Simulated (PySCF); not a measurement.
In²⁺: atomic calculation

System: In²⁺, configuration 1s2 2s2 2p6 3s2 3p6 3d10 4s2 4p6 4d10 5s1, multiplicity 2.
Method: unrestricted PBE0, x2c-TZVPPall plus 1 even-tempered diffuse shell per l, spin-free X2C-1e, Gaussian nucleus (PySCF).

The input:
```python
from pyscf import gto, scf, dft, mp, cc
import basis_set_exchange as bse
mol = gto.M(atom="In 0 0 0", charge=2, spin=1, symmetry="D2h",
            basis=gto.basis.parse(bse.get_basis("x2c-TZVPPall", elements=["In"], fmt="nwchem", augment_diffuse=1)),
            nucmod="G")
mf = dft.UKS(mol, xc="PBE0").sfx2c1e()
mf.irrep_nelec = {'Ag': (9, 8), 'B1g': (2, 2), 'B2g': (2, 2), 'B3g': (2, 2), 'B1u': (3, 3), 'B2u': (3, 3), 'B3u': (3, 3)}
mf.kernel()
```

The script is an equivalent of what the driver set up; the driver started from orbitals of its own, so the log can be shorter than this script's would be, and it computed the properties (radii, ⟨L²⟩, response) afterwards. It held the occupations shell by shell, which the script's counts by irreducible representation don't always enforce.

Hardware: 1 CPU thread, shared host.

The program's output (extracts):
```
damping factor = 0
level_shift factor = 0
DIIS = <class 'pyscf.scf.diis.CDIIS'>
diis_start_cycle = 1
diis_space = 10
diis_damp = 0
SCF conv_tol = 1e-09
SCF conv_tol_grad = None
number electrons alpha = 24  beta = 23
XC functionals = PBE0
    C. Adamo and V. Barone.,  J. Chem. Phys. 110, 6158 (1999)
    M. Ernzerhof and G. E. Scuseria.,  J. Chem. Phys. 110, 5029 (1999)
cycle= 1 E= -5879.67823279227  delta_E= -0.00658  |g|= 0.0286  |ddm|= 0.283
cycle= 2 E= -5879.67827577083  delta_E= -4.3e-05  |g|= 0.0179  |ddm|= 0.0557
cycle= 3 E= -5879.67833286831  delta_E= -5.71e-05  |g|= 0.00286  |ddm|= 0.0142
cycle= 4 E= -5879.67833448766  delta_E= -1.62e-06  |g|= 3.27e-05  |ddm|= 0.00336
cycle= 5 E= -5879.67833448873  delta_E= -1.07e-09  |g|= 9.3e-07  |ddm|= 0.000292
cycle= 6 E= -5879.67833448873  delta_E= -9.09e-13  |g|= 1.11e-07  |ddm|= 4.78e-06
converged SCF energy = -5879.67833448873  <S^2> = 0.75050929  2S+1 = 2.0005092
```

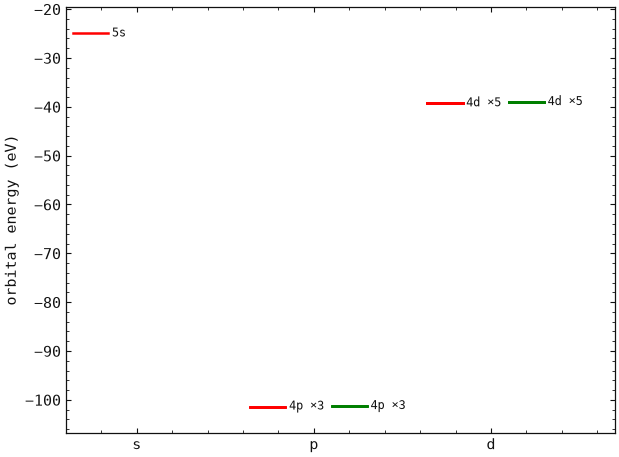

*Orbital energies of the mean field, from the top down to −101.4 eV, by angular momentum, α spin at the left of each column and β at the right; ×n counts the orbitals under one label.*

The highest filled orbital is 5s α at −25.0 eV, the lowest empty one s β at −21.6 eV.

Key numbers:

| quantity | value |
| --- | --- |
| outcome | converged |
| total energy | −5879.6783 hartree |
| ⟨S²⟩ | 0.751 |
| SCF iterations | 6 |
| CPU time | 1.2 s (integrals apart) |
